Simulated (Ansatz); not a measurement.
# SiH2O (triplet): one geometry, many settings

What do other methods and options give for SiH2O (triplet) at this geometry, and how long do they take?

Method: the settings change from run to run; program: Ansatz 0.2.0, Gaussian basis.

38 further runs of the same task are left out: 14 for a known fault of the program, 11 that didn't finish, 13 set aside as unsound or not needed.

## 1. What is computed

The geometry is a PBE0/def2-TZVP stationary point (not a proven minimum).

4 atoms, charge 0, spin multiplicity 3.

Atoms are counted from 1 here; the program's logs count them from 0.

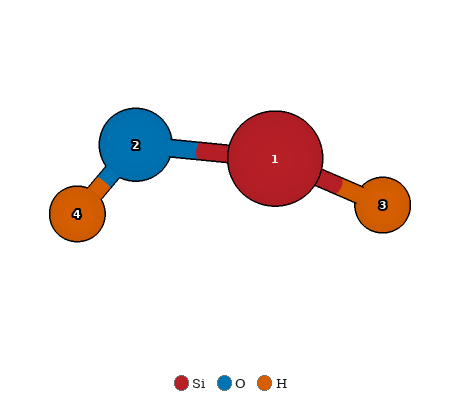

The geometry (silicon red, oxygen blue, hydrogen orange); atoms are numbered from 1 in the order of the file.

As a file:

```
Si    0.02516   -0.09638    0.59772
O    -0.09471    0.09407   -1.04096
H     0.07973    1.16116    1.40855
H     0.72272    0.03113   -1.54013
```

## 2. MP2 on ROHF/6-31G

in.yaml

```yaml
crystal:
  periodic: [false, false, false]
  atoms:
    - {symbol: Si, position_ang: [0.025157, -0.096377, 0.597723]}
    - {symbol: O, position_ang: [-0.094714, 0.094069, -1.040960]}
    - {symbol: H, position_ang: [0.079727, 1.161161, 1.408550]}
    - {symbol: H, position_ang: [0.722716, 0.031127, -1.540129]}
basis:
  gaussian: {orbitals: 6-31G}
magnetization: {spin_polarized: false, initial_magnetization: 2}
correlation: {method: mp2, electrons: all}
output: {forces: true}
```

Command:

```console
ansatz run in.yaml --threads 1 --pin off --events-out ev --progress --plain --max-ram 2393MiB
```

Standard output:

```text
Functional definition: HF
  name "HF"
  cite "Fock, Z. Phys. 61, 126 (1930) doi:10.1007/BF01340294"
  parent pbe
  exchange = exact_x
  correlation = 0
279 factors; integrals over basis functions are off by at most 2.7e-4 eV
mean field evaluation 1: about -9925.0725 eV, gradient 2.9e1 eV
mean field evaluation 2: about -9925.0767 eV, gradient 2.9e1 eV
mean field evaluation 4: about -9927.1256 eV, gradient 2.7e0 eV
mean field evaluation 8: about -9927.1770 eV, gradient 1.6e-4 eV
mean field -9927.17700352 eV, -364.8170259972 hartree, gradient 2.3e-6 eV, S^2 2.000000; 0 other end points of the search recorded, 0 dependent functions left out
mean field evaluation 16: about -9926.4655 eV, gradient 1.3e1 eV
reference -9927.17700352 eV, -364.8170259972 hartree; 13, 11 occupied and 13, 15 virtual orbitals, 279 factors
second order -4.39754291 eV of doubles, -0.02065093 eV of singles
the calculation of the forces begins
Total energy: -9931.59519736 eV, -364.9793916261 hartree
Atom 0 at     0.025157    -0.096377     0.597723 Å, force    -0.123875    -0.447308     3.167200 eV/Å
Atom 1 at    -0.094714     0.094069    -1.040960 Å, force    -0.292125     0.191996    -2.495190 eV/Å
Atom 2 at     0.079727     1.161161     1.408550 Å, force     0.025139     0.201038     0.259496 eV/Å
Atom 3 at     0.722716     0.031127    -1.540129 Å, force     0.390862     0.054274    -0.931506 eV/Å
Dipole moment:     0.375825    -0.097018     0.083923 e Å
```

Wall time 0.33 s (1 thread of Arm Neoverse V1, shared host).

## 3. MP2 on ROHF/cc-pVDZ

Edit in.yaml of step 2 so:

```diff
@@ -8,5 +8,5 @@
 basis:
-  gaussian: {orbitals: 6-31G}
+  gaussian: {orbitals: cc-pVDZ, fitting: {mean_field: def2-universal-jkfit}}
 magnetization: {spin_polarized: false, initial_magnetization: 2}
-correlation: {method: mp2, electrons: all}
-output: {forces: true}
+correlation: {method: mp2, electrons: outside_noble_gas}
+accuracy: high
```

The command is unchanged.

Standard output:

```text
Functional definition: HF
  name "HF"
  cite "Fock, Z. Phys. 61, 126 (1930) doi:10.1007/BF01340294"
  parent pbe
  exchange = exact_x
  correlation = 0
241 factors; integrals over basis functions are off by at most 3.6e-1 eV
mean field evaluation 1: about -9927.3450 eV, gradient 2.9e1 eV
mean field evaluation 2: about -9928.5104 eV, gradient 2.1e1 eV
mean field evaluation 4: about -9929.5775 eV, gradient 6.0e-1 eV
mean field -9929.58433859 eV, -364.9054939292 hartree, gradient 2.2e-8 eV, S^2 2.000000; 0 other end points of the search recorded, 0 dependent functions left out
mean field evaluation 8: about -9927.4531 eV, gradient 2.1e1 eV
6 core orbitals not correlated: weight in the atoms' cores, before any rotation towards them, 1.000 or more for the frozen orbitals, at most 0.000 for the correlated occupied ones
reference -9929.58433859 eV, -364.9054939292 hartree; 7, 5 occupied and 29, 31 virtual orbitals, 241 factors
second order -6.93467289 eV of doubles, -0.03200724 eV of singles
Total energy: -9936.55101872 eV, -365.1615147019 hartree
```

Run time: 0.24 s. Hardware: 1 thread of Arm Neoverse V1, shared host.

## 4. BCCD/cc-pVDZ

in.yaml

```yaml
crystal:
  periodic: [false, false, false]
  atoms:
    - {symbol: Si, position_ang: [0.025157, -0.096377, 0.597723]}
    - {symbol: O, position_ang: [-0.094714, 0.094069, -1.040960]}
    - {symbol: H, position_ang: [0.079727, 1.161161, 1.408550]}
    - {symbol: H, position_ang: [0.722716, 0.031127, -1.540129]}
basis:
  gaussian: {orbitals: cc-pVDZ}
magnetization: {spin_polarized: true, initial_magnetization: 2}
hamiltonian: {xc: {name: r2SCAN}}
correlation: {method: bccd, electrons: outside_noble_gas}
```

Launched as before.

Standard output, cut to the lines that bear on the results:

```text
Functional definition: r2SCAN
  name "r2SCAN"
  cite "Furness, Kaplan, Ning, Perdew & Sun, J. Phys. Chem. Lett. 11, 8208 (2020) doi:10.1021/acs.jpclett.0c02405"
  cite "Furness, Kaplan, Ning, Perdew & Sun, J. Phys. Chem. Lett. 11, 9248 (2020) doi:10.1021/acs.jpclett.0c03077"
  parent r2scan
[...]
399 factors; integrals over basis functions are off by at most 1.3e-3 eV
[...]
mean field -9953.33717065 eV, -365.7783944072 hartree, gradient 1.6e-6 eV, S^2 2.003826; 0 other end points of the search recorded, 0 dependent functions left out
6 core orbitals not correlated: weight in the atoms' cores, before any rotation towards them, 1.000 or more for the frozen orbitals, at most 0.000 for the correlated occupied ones
reference -9929.25473333 eV, -364.8933811591 hartree; 7, 5 occupied and 29, 31 virtual orbitals, 399 factors
second order -7.31424669 eV of doubles, -0.23680226 eV of singles
cycle   1  -7.49517706 eV  change    5.1e-2 eV  update   8.0e-2
[...]
cycle  10  -7.77030565 eV  change    9.4e-6 eV  update   1.2e-5
Total energy: -9937.02503898 eV, -365.1789346250 hartree
```

Run time: 3.2 s. Hardware: 1 thread of Arm Neoverse V1, shared host.

From the report: ⟨S²⟩ of the determinant 2.004 (pure triplet: 2.00); correlation -7.7703 eV; largest double amplitude 0.03.

## 5. NEVPT2(2,5)/6-31G

in.yaml

```yaml
crystal:
  periodic: [false, false, false]
  atoms:
    - {symbol: Si, position_ang: [0.025157, -0.096377, 0.597723]}
    - {symbol: O, position_ang: [-0.094714, 0.094069, -1.040960]}
    - {symbol: H, position_ang: [0.079727, 1.161161, 1.408550]}
    - {symbol: H, position_ang: [0.722716, 0.031127, -1.540129]}
basis:
  gaussian: {orbitals: 6-31G}
magnetization: {spin_polarized: false, initial_magnetization: 2}
correlation: {method: sc_nevpt2, electrons: outside_noble_gas, active_space: {window: {electrons: 2, orbitals: 5}}}
scf: {lower_state_search: off}
```

Same command.

Standard output, cut to the lines that bear on the results:

```text
Functional definition: HF
  name "HF"
  cite "Fock, Z. Phys. 61, 126 (1930) doi:10.1007/BF01340294"
  parent pbe
[...]
279 factors; integrals over basis functions are off by at most 2.7e-4 eV
[...]
mean field -9927.17700352 eV, -364.8170259972 hartree, gradient 2.3e-6 eV, S^2 2.000000; 0 other end points of the search recorded, 0 dependent functions left out
reference -9927.17700352 eV, -364.8170259972 hartree; 13, 11 occupied and 13, 15 virtual orbitals, 279 factors
state -9927.20111597 eV, -364.8179121132 hartree
state -9927.20111597 eV, -364.8179121132 hartree; corrected -9931.46481910 eV, -364.9746003133 hartree
WARN: 1 active orbitals are nearly empty or full. The corrections depend on them more than the energy does, and are more stable in an active space without them
Total energy: -9931.46481910 eV, -364.9746003133 hartree
Checks for a lower state left out: stability, starts, cluster_reference, orbital_swaps, neighbouring_geometries, increment
```

Wall time 0.33 s (1 thread of Arm Neoverse V1, shared host).

From the report: 25 determinants; active occupations 1.00, 1.00, 0.00, 0.00, 0.00. The report marks this result as in doubt.

## 6. BCCD/def2-SVP

Edit in.yaml of step 5 so:

```diff
@@ -8,5 +8,5 @@
 basis:
-  gaussian: {orbitals: 6-31G}
+  gaussian: {orbitals: def2-SVP, fitting: {mean_field: def2-universal-jkfit}}
 magnetization: {spin_polarized: false, initial_magnetization: 2}
-correlation: {method: sc_nevpt2, electrons: outside_noble_gas, active_space: {window: {electrons: 2, orbitals: 5}}}
-scf: {lower_state_search: off}
+hamiltonian: {xc: {name: r2SCAN}}
+correlation: {method: bccd, electrons: valence}
```

Same command.

Standard output, cut to the lines that bear on the results:

```text
Functional definition: r2SCAN
  name "r2SCAN"
  cite "Furness, Kaplan, Ning, Perdew & Sun, J. Phys. Chem. Lett. 11, 8208 (2020) doi:10.1021/acs.jpclett.0c02405"
  cite "Furness, Kaplan, Ning, Perdew & Sun, J. Phys. Chem. Lett. 11, 9248 (2020) doi:10.1021/acs.jpclett.0c03077"
  parent r2scan
[...]
241 factors; integrals over basis functions are off by at most 3.7e-1 eV
[...]
mean field -9949.17760367 eV, -365.6255331402 hartree, gradient 4.4e-6 eV, S^2 2.000000; 0 other end points of the search recorded, 0 dependent functions left out
6 core orbitals not correlated: weight in the atoms' cores, before any rotation towards them, 1.000 or more for the frozen orbitals, at most 0.000 for the correlated occupied ones
reference -9924.99115936 eV, -364.7366977057 hartree; 7, 5 occupied and 29, 31 virtual orbitals, 241 factors
second order -7.28082460 eV of doubles, -0.27628937 eV of singles
cycle   1  -7.50943469 eV  change    4.3e-2 eV  update   7.8e-2
[...]
cycle  10  -7.77378218 eV  change    8.1e-6 eV  update   1.3e-5
Total energy: -9932.76494154 eV, -365.0223789317 hartree
```

Run time: 2.8 s. Hardware: 1 thread of Arm Neoverse V1, shared host.

From the report: correlation -7.7738 eV; largest double amplitude 0.03.

## 7. BCCD(T) on ROHF/def2-SVP

Edit in.yaml of step 6 so:

```diff
@@ -8,5 +8,5 @@
 basis:
-  gaussian: {orbitals: def2-SVP, fitting: {mean_field: def2-universal-jkfit}}
+  gaussian: {orbitals: def2-SVP}
 magnetization: {spin_polarized: false, initial_magnetization: 2}
-hamiltonian: {xc: {name: r2SCAN}}
-correlation: {method: bccd, electrons: valence}
+correlation: {method: bccd_t, electrons: outside_noble_gas}
+scf: {lower_state_search: off}
```

Launched as before.

Standard output, cut to the lines that bear on the results:

```text
Functional definition: HF
  name "HF"
  cite "Fock, Z. Phys. 61, 126 (1930) doi:10.1007/BF01340294"
  parent pbe
[...]
401 factors; integrals over basis functions are off by at most 9.7e-4 eV
[...]
mean field -9925.37715791 eV, -364.7508828908 hartree, gradient 3.0e-6 eV, S^2 2.000000; 0 other end points of the search recorded, 0 dependent functions left out
6 core orbitals not correlated: weight in the atoms' cores, before any rotation towards them, 1.000 or more for the frozen orbitals, at most 0.000 for the correlated occupied ones
reference -9925.37715791 eV, -364.7508828908 hartree; 7, 5 occupied and 29, 31 virtual orbitals, 401 factors
second order -6.89517507 eV of doubles, -0.03043633 eV of singles
cycle   1  -7.17959590 eV  change   -2.5e-1 eV  update   7.1e-2
[...]
cycle  11  -7.43110266 eV  change   -9.7e-6 eV  update   1.2e-5
perturbative correction -0.18004937 eV, -0.0066166925 hartree
Total energy: -9932.98830994 eV, -365.0305875690 hartree
Checks for a lower state left out: stability, starts, cluster_reference, orbital_swaps, neighbouring_geometries, increment
```

It took 1 s on 1 thread of Arm Neoverse V1, shared host.

From the report: correlation -7.6112 eV; largest double amplitude 0.03.

## 8. CCSDT(Q) on ROHF/STO-3G

Edit in.yaml of step 7 so:

```diff
@@ -8,5 +8,4 @@
 basis:
-  gaussian: {orbitals: def2-SVP}
+  gaussian: {orbitals: STO-3G}
 magnetization: {spin_polarized: false, initial_magnetization: 2}
-correlation: {method: bccd_t, electrons: outside_noble_gas}
-scf: {lower_state_search: off}
+correlation: {method: ccsdt_q, electrons: outside_noble_gas}
```

Launched as before.

Standard output, cut to the lines that bear on the results:

```text
Functional definition: HF
  name "HF"
  cite "Fock, Z. Phys. 61, 126 (1930) doi:10.1007/BF01340294"
  parent pbe
[...]
265 factors; integrals over basis functions are off by at most 5.2e-8 eV
[...]
mean field -9809.40052082 eV, -360.4888200896 hartree, gradient 1.2e-6 eV, S^2 2.000000; 0 other end points of the search recorded, 0 dependent functions left out
6 core orbitals not correlated: weight in the atoms' cores, before any rotation towards them, 1.000 or more for the frozen orbitals, at most 0.000 for the correlated occupied ones
reference -9809.40052082 eV, -360.4888200896 hartree; 7, 5 occupied and 3, 5 virtual orbitals, 265 factors
second order -1.53883780 eV of doubles, -0.00877051 eV of singles
cycle   1  -1.86249142 eV  change   -3.1e-1 eV  update   7.1e-2
[...]
cycle  16  -2.17753733 eV  change   -6.8e-7 eV  update   7.3e-7
perturbative correction 0.00175093 eV, 0.0000643455 hartree
Total energy: -9811.57630722 eV, -360.5687787651 hartree
```

Wall time 0.57 s (1 thread of Arm Neoverse V1, shared host).

From the report: correlation -2.1758 eV; T1 0.023; largest double amplitude 0.05.

## 9. HF/cc-pVDZ

Edit in.yaml of step 8 so:

```diff
@@ -8,4 +8,6 @@
 basis:
-  gaussian: {orbitals: STO-3G}
-magnetization: {spin_polarized: false, initial_magnetization: 2}
-correlation: {method: ccsdt_q, electrons: outside_noble_gas}
+  gaussian: {orbitals: cc-pVDZ}
+magnetization: {spin_polarized: true, initial_magnetization: 2}
+hamiltonian: {xc: hf}
+scf: {lower_state_search: full}
+output: {forces: true, orbitals: {seedname: orbitals}}
```

The command is unchanged.

Standard output, cut to the lines that bear on the results:

```text
Functional definition: HF
  name "HF"
  cite "Fock, Z. Phys. 61, 126 (1930) doi:10.1007/BF01340294"
  parent pbe
[...]
399 factors; integrals over basis functions are off by at most 1.3e-3 eV
[...]
mean field -9929.63767950 eV, -364.9074541714 hartree, gradient 2.6e-5 eV, S^2 2.005400; 2 other end points of the search recorded, 0 dependent functions left out
[...]
reference -9929.63767950 eV, -364.9074541714 hartree; 13, 11 occupied and 29, 31 virtual orbitals, 399 factors
Total energy: -9929.63767950 eV, -364.9074541714 hartree
Atom 0 at     0.025157    -0.096377     0.597723 Å, force     0.017695     0.107418     0.925943 eV/Å
Atom 1 at    -0.094714     0.094069    -1.040960 Å, force     0.651512    -0.028221    -1.231206 eV/Å
Atom 2 at     0.079727     1.161161     1.408550 Å, force     0.014063    -0.165640    -0.068410 eV/Å
Atom 3 at     0.722716     0.031127    -1.540129 Å, force    -0.683271     0.086443     0.373673 eV/Å
Dipole moment:     0.303426    -0.095472    -0.005321 e Å
```

It took 0.48 s on 1 thread of Arm Neoverse V1, shared host.

From the report: ⟨S²⟩ of the determinant 2.005 (pure triplet: 2.00).

## 10. NEVPT2(12,8)/STO-3G

in.yaml

```yaml
crystal:
  periodic: [false, false, false]
  atoms:
    - {symbol: Si, position_ang: [0.025157, -0.096377, 0.597723]}
    - {symbol: O, position_ang: [-0.094714, 0.094069, -1.040960]}
    - {symbol: H, position_ang: [0.079727, 1.161161, 1.408550]}
    - {symbol: H, position_ang: [0.722716, 0.031127, -1.540129]}
basis:
  gaussian: {orbitals: STO-3G}
magnetization: {spin_polarized: false, initial_magnetization: 2}
hamiltonian: {pseudopotentials: {relativity: none}}
correlation: {method: sc_nevpt2, electrons: outside_noble_gas, active_space: {window: {electrons: 12, orbitals: 8}}}
```

Launched as before.

Standard output, cut to the lines that bear on the results:

```text
Functional definition: HF
  name "HF"
  cite "Fock, Z. Phys. 61, 126 (1930) doi:10.1007/BF01340294"
  parent pbe
[...]
191 factors; integrals over basis functions are off by at most 2.5e-5 eV
[...]
mean field -9809.40043684 eV, -360.4888170034 hartree, gradient 1.2e-6 eV, S^2 2.000000; 0 other end points of the search recorded, 0 dependent functions left out
reference -9809.40043684 eV, -360.4888170034 hartree; 13, 11 occupied and 3, 5 virtual orbitals, 191 factors
state -9810.09580984 eV, -360.5143714897 hartree
state -9810.09580984 eV, -360.5143714897 hartree; corrected -9810.96610155 eV, -360.5463541204 hartree
state -9810.07590380 eV, -360.5136399565 hartree
state -9810.07590380 eV, -360.5136399565 hartree; corrected -9810.97094784 eV, -360.5465322181 hartree
state -9810.07590380 eV, -360.5136399565 hartree; corrected -9810.97094784 eV, -360.5465322181 hartree
WARN: the results are in doubt because another end's mean lies 0.020 eV lower, and its corrected mean 0.005 eV higher
Total energy: -9810.97094784 eV, -360.5465322181 hartree
In doubt: another end's mean lies 0.020 eV lower, and its corrected mean 0.005 eV higher
```

Wall time 2.2 s (1 thread of Arm Neoverse V1, shared host).

From the report: 784 determinants; active occupations 2.00, 2.00, 2.00, 1.99, 1.98, 1.01, 1.00, 0.03. Mind the lines of doubt at the end of the log.

## 11. All runs side by side

Where basis and cores are those of an earlier UCCSDT(Q)/cc-pVDZ run (-9937.2937 eV), and the state is the same kind, the miss against it is given. † marks a result that the program doubts.

```tsv
level	correlated	functions	energy (eV)	from UCCSDT(Q) (meV)	time
MP2 on ROHF/6-31G	all	26	-9931.5952		0.33 s
MP2 on ROHF/cc-pVDZ	outside noble gas	42	-9936.5510	742.7	0.24 s
BCCD/cc-pVDZ (on r2SCAN orbitals)	outside noble gas	42	-9937.0250	268.6	3.2 s
NEVPT2(2,5)/6-31G †	outside noble gas	26	-9931.4648		0.33 s
BCCD/def2-SVP (on r2SCAN orbitals)	valence	42	-9932.7649		2.8 s
BCCD(T) on ROHF/def2-SVP	outside noble gas	42	-9932.9883		1 s
CCSDT(Q) on ROHF/STO-3G	outside noble gas	16	-9811.5763		0.57 s
HF/cc-pVDZ		42	-9929.6377	7656.0	0.48 s
NEVPT2(12,8)/STO-3G †	outside noble gas	16	-9810.9709		2.2 s
```

## 12. Summary of results

| quantity | value |
| --- | --- |
| runs | 9 |
| quickest | MP2 on ROHF/cc-pVDZ, 0.24 s |
| slowest | BCCD/cc-pVDZ (on r2SCAN orbitals), 3.2 s |

Total energies in different bases, with other cores or another treatment of relativity can't be set against each other. BCCD/cc-pVDZ (on r2SCAN orbitals) took 13 times as long as MP2 on ROHF/cc-pVDZ; the jobs differ in more than the method. Among the correlated runs with a miss given, it spans +269 to +743 meV. Hartree-Fock, CASSCF and CASCI lack dynamic correlation by design. Cores frozen from Kohn-Sham orbitals shift the total energy.
